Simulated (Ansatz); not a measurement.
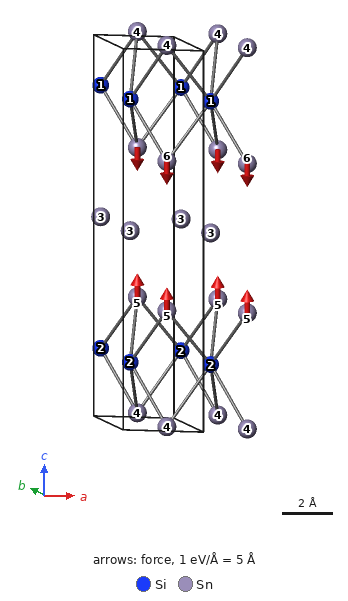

Starting geometry of crystalline SiSn2 (a generated structure, set up in P-6m2) with the computed forces as red arrows. The picture is a ball-and-stick view of the cell of the calculation, repeated 2 × 2 × 1 with one cell outlined, seen slightly off an axis.

These are results of DFT PBE, scalar-relativistic, plane waves, PAW; settings changed in Ansatz, not measurements.

Input file:
```yaml
crystal:
  lattice:
    - [3.281878894, 0.0, 0.0]
    - [-1.640939447, 2.8421904943, 0.0]
    - [0.0, 0.0, 15.6412341184]
  atoms:
    - { symbol: Si, position: [0.3333333333, 0.6666666667, 0.8450741728] }
    - { symbol: Si, position: [0.3333333333, 0.6666666667, 0.1549258272] }
    - { symbol: Sn, position: [0.3333333333, 0.6666666667, 0.5] }
    - { symbol: Sn, position: [0.6666666667, 0.3333333333, 0.0] }
    - { symbol: Sn, position: [0.6666666667, 0.3333333333, 0.3040048478] }
    - { symbol: Sn, position: [0.6666666667, 0.3333333333, 0.6959951522] }
basis:
  ecutwfc: 420
  ecutrho_ratio: 6
kpoints:
  mp_grid: { grid: [12, 12, 4] }
hamiltonian:
  xc: pbe
scf:
  occupations: { method: gaussian, width: 0.1 }
  algorithm: direct_min
output:
  forces: true
  eigenvalues: true
  stress: true
relax:
  adjacent_minimum: "off"
  f_tol: 0.01
  max_steps: 80
  cell: { stress_tol: 0.05 }
```

Run as
```bash
ansatz run input.yaml --threads 1 --pin off --max-ram 2560MiB --backend cpu --events-out ev --progress --plain --runs-dir out
```

Question: Is this structure relaxed? If not, where do the atoms go?

Answer: It isn't relaxed: the largest force vector, on Sn atoms, is 0.19 eV/Å. The atoms end up moving mostly along the starting forces (cosine between the two patterns 0.87). After 3 accepted moves (4 points after the start) the energy has fallen by 4.1 meV per atom. The largest force component goes from 0.19 to 0.0018 eV/Å. The pressure goes from −0.49 to 0.00 GPa. At 1 point the geometry stayed and the basis and grid were re-selected for the new cell (energy shift of 0.1 meV per atom at most each time). The largest moves relative to the cell, 0.10 Å, are those of Sn5 and Sn6. Sn5 goes along +c. Largest moves by element: Sn 0.10 Å, Si 0.05 Å. The volume changes by −1.6 %, with a = b 3.282 → 3.271 Å (−0.3 %), c 15.641 → 15.488 Å (−1.0 %). Near-neighbour distances that change, for instance: Si1–Sn6 3.005 → 3.024 Å, Si1–Sn4 3.076 → 3.092 Å. The space group stays P-6m2 (No. 187). Cost: 5.8 min on 1 thread of Intel(R) Xeon(R) Processor @ 2.70GHz, on a shared host, peak memory 0.91 GiB.
